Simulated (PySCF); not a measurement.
**Run report: Hf⁻, atomic calculation**

Hf⁻, configuration 1s2 2s2 2p6 3s2 3p6 3d10 4s2 4p6 4d10 4f14 5s2 5p6 5d3 6s2, multiplicity 4. Computed at this level: unrestricted r2SCAN, def2-TZVPPD with ECP60, scalar-relativistic core potential (PySCF).

### Output (extracts)
```
damping factor = 0
level_shift factor = 0
DIIS = <class 'pyscf.scf.diis.CDIIS'>
diis_start_cycle = 1
diis_space = 10
diis_damp = 0
SCF conv_tol = 1e-09
SCF conv_tol_grad = None
number electrons alpha = 8  beta = 5
XC functionals = R2SCAN
    J. W. Furness, A. D. Kaplan, J. Ning, J. P. Perdew, and J. Sun.,  J. Phys. Chem. Lett. 11, 8208-8215 (2020)
    J. W. Furness, A. D. Kaplan, J. Ning, J. P. Perdew, and J. Sun.,  J. Phys. Chem. Lett. 11, 9248-9248 (2020)
    J. W. Furness, A. D. Kaplan, J. Ning, J. P. Perdew, and J. Sun.,  J. Phys. Chem. Lett. 11, 8208-8215 (2020)
    J. W. Furness, A. D. Kaplan, J. Ning, J. P. Perdew, and J. Sun.,  J. Phys. Chem. Lett. 11, 9248-9248 (2020)
cycle= 1 E= -47.8691693260928  delta_E= -0.00573  |g|= 0.0137  |ddm|= 0.388
cycle= 2 E= -47.8692067358212  delta_E= -3.74e-05  |g|= 0.014  |ddm|= 0.0634
cycle= 3 E= -47.8693509495955  delta_E= -0.000144  |g|= 0.00171  |ddm|= 0.046
cycle= 4 E= -47.8693577223413  delta_E= -6.77e-06  |g|= 0.000717  |ddm|= 0.0197
cycle= 5 E= -47.8693585038035  delta_E= -7.81e-07  |g|= 9.72e-05  |ddm|= 0.00841
cycle= 6 E= -47.8693585244268  delta_E= -2.06e-08  |g|= 2.37e-06  |ddm|= 0.00136
cycle= 7 E= -47.8693585244315  delta_E= -4.73e-12  |g|= 7.68e-08  |ddm|= 1.82e-05
converged SCF energy = -47.8693585244315  <S^2> = 3.7915138  2S+1 = 4.0207033
```

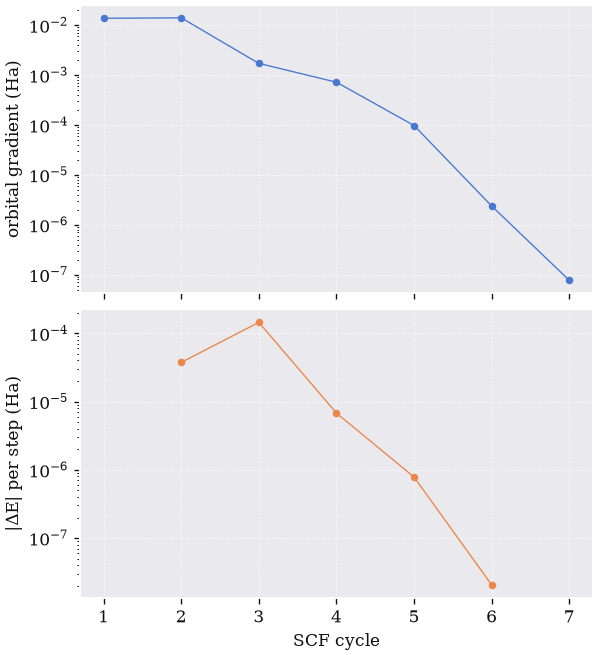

*Convergence: orbital gradient and change of the energy from step to step (the smallest changes aren't drawn) against the SCF cycle.*

The residual falls almost steadily, with no more than small rises or pauses. It goes from 0.014 to 7.7×10⁻⁸ in 7 steps.

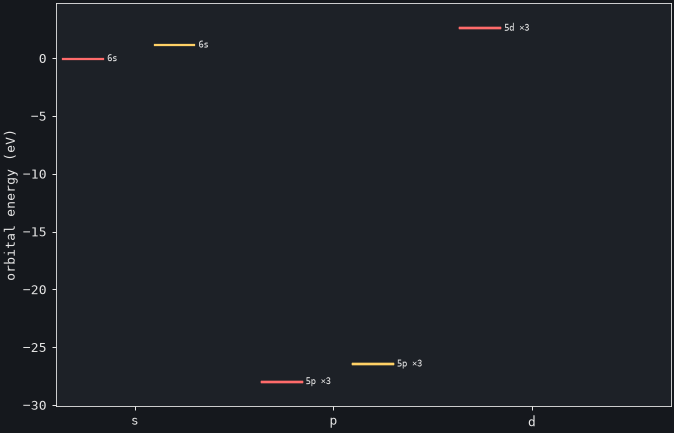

*Orbital energies of the mean field, from the top down to −28.0 eV, by angular momentum, α spin at the left of each column and β at the right; ×n counts the orbitals under one label.*

The highest filled orbital is 5d α at 2.62 eV, the lowest empty one p α at 2.94 eV. A filled level above zero isn't a property of the atom (see the remarks).

### Input
```python
from pyscf import gto, scf, dft, mp, cc
mol = gto.M(atom="Hf 0 0 0", charge=-1, spin=3, symmetry="D2h",
            basis="def2-TZVPPD",
            ecp="def2-TZVPPD")
mf = dft.UKS(mol, xc="R2SCAN")
mf.irrep_nelec = {'Ag': (2, 2), 'B1g': (1, 0), 'B2g': (1, 0), 'B3g': (1, 0), 'B1u': (1, 1), 'B2u': (1, 1), 'B3u': (1, 1)}
mf.kernel()
```

The script is an equivalent of what the driver set up; the driver started from orbitals of its own, so the log can be shorter than this script's would be, and it computed the properties (radii, ⟨L²⟩, response) afterwards. It held the occupations shell by shell, which the script's counts by irreducible representation don't always enforce.

### Key numbers

| quantity | value |
| --- | --- |
| outcome | converged; a filled orbital lies above zero |
| total energy (valence electrons, under a core potential) | −47.869359 hartree |
| ⟨S²⟩ | 3.792 |
| ⟨L²⟩ | 12.02 |
| SCF iterations | 7 |
| hardware | 1 CPU thread, shared host |
| CPU time | 2.3 s (integrals apart) |

### Notes

The highest filled orbital (5d, 2.62 eV) lies above zero. That is common for anions, where the functional's self-interaction leaves the outer electrons unbound; only the finite basis holds them, so such levels depend on it.
